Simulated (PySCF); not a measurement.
C₇H₈, SMILES C1=CC2C=CC1C2, GFN2-xTB optimised geometry. Atoms within 1.6 Å of the plane z = 0.0 Å (x, y, z in Å): C1 (1.22, -0.52, 1.34), C2 (0.83, 0.74, 1.34), C3 (0.16, 1.01, 0.00), C4 (-1.10, 0.15, 0.00), C5 (-0.71, -1.12, 0.00), C6 (0.82, -1.12, 0.00), C7 (1.05, 0.12, -0.89), H10 (0.03, 2.05, -0.28), H11 (-2.09, 0.55, 0.03), H12 (-1.30, -2.01, 0.03), H13 (1.30, -2.05, -0.28), H15 (2.09, 0.44, -0.91).

Calculation: B3LYP/def2-TZVP run with PySCF 2.14.0. Cells within 0.4 Å of a nucleus heavier than hydrogen are left out (blank, or x).

Map of the HOMO−1 amplitude (bohr^(-3/2)) on the plane z = 0.0 Å; orbital energy -7.12 eV, overall sign arbitrary:

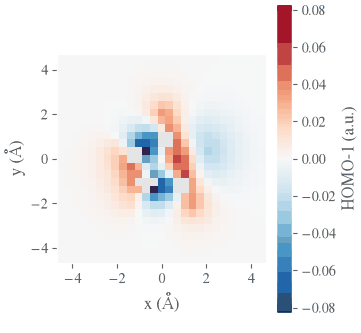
Fig. 1. HOMO−1 amplitude (bohr^(-3/2)) on the plane z = 0.0 Å.
